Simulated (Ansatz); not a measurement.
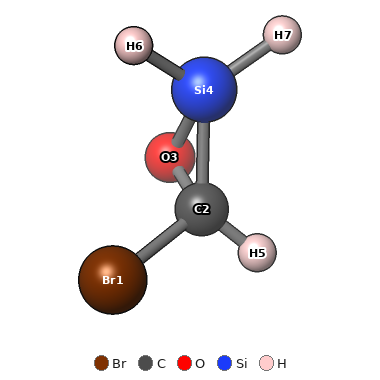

The system is CH₃BrOSi (SMILES BrC1O[SiH2]1) with the probe H2O; the picture shows it without the atoms that are moved over the map. The probe is moved over a plane parallel to the molecule's main plane, 3.46 Å above it. Coordinates scanned: (1) x of the probe's H atom; (2) y of the probe's H atom. Nothing is relaxed (molecule and probe rigid, the probe upright with H nearest the plane). Grid: 21 × 17 points. Energies are in kJ/mol, from molecule and probe far apart, each relaxed in its own basis (no counterpoise correction). Level of theory: RKS PBE-D4/def2-SVP (Ansatz 0.2.0).

Range: x of the probe's H atom from −3.90 to 3.90 Å; y of the probe's H atom from −3.12 to 3.12 Å.

Question: What will the energy surface look like?

Answer: The lowest grid point is at x of the probe's H atom = −1.56 Å, y of the probe's H atom = 0.00 Å, −9.2 kJ/mol from molecule and probe far apart, each relaxed in its own basis (no counterpoise correction). The highest grid point, x of the probe's H atom = 3.90 Å, y of the probe's H atom = −0.39 Å, lies 10.2 kJ/mol above the lowest. Near the minimum the curvatures are about 0.022 and 0.031 eV/Å² along the soft and the stiff direction.

```tsv
y of the probe's H atom ↓, x of the probe's H atom →	−3.90	−3.12	−2.34	−1.56	−0.78	0.00	0.78	1.56	2.34	3.12	3.90
3.12	−2.0	−2.4	−2.8	−2.9	−3.0	−2.8	−2.4	−1.6	−0.7	−0.1	0.2
2.34	−2.8	−3.7	−4.5	−4.9	−5.1	−5.0	−4.3	−2.8	−1.2	−0.2	0.2
1.56	−3.6	−5.2	−6.6	−7.2	−7.3	−7.1	−5.9	−3.6	−1.3	0.0	0.4
0.78	−4.1	−6.2	−8.1	−8.9	−8.6	−7.7	−5.9	−3.2	−0.8	0.4	0.7
0.00	−4.1	−6.3	−8.4	−9.2	−8.5	−7.0	−4.9	−2.5	−0.4	0.7	0.9
−0.78	−3.5	−5.5	−7.5	−8.2	−7.5	−5.9	−3.9	−1.9	−0.4	0.6	0.9
−1.56	−2.7	−4.2	−5.6	−6.1	−5.6	−4.4	−2.3	−0.6	0.1	0.5	0.9
−2.34	−1.8	−2.6	−3.3	−3.5	−3.3	−2.9	−1.6	−0.2	0.2	0.6	0.8
−3.12	−0.9	−1.2	−1.3	−1.2	−1.1	−1.4	−1.4	−0.7	0.1	0.6	0.8
```

The table holds every second grid line.

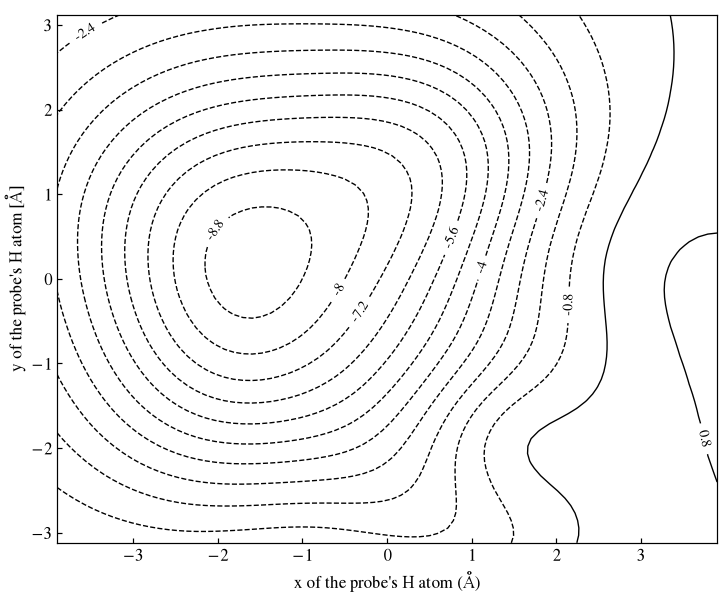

The picture shows contour lines labelled in kJ/mol. Between grid points the surface is interpolated.

Each point was launched as `ansatz run input.yaml --threads 1 --pin off --max-ram 2560MiB --backend cpu --events-out ev --progress --plain --runs-dir out`. The whole map (357 points run) took 23 min on 1 thread of Arm Neoverse V2 (shared host).
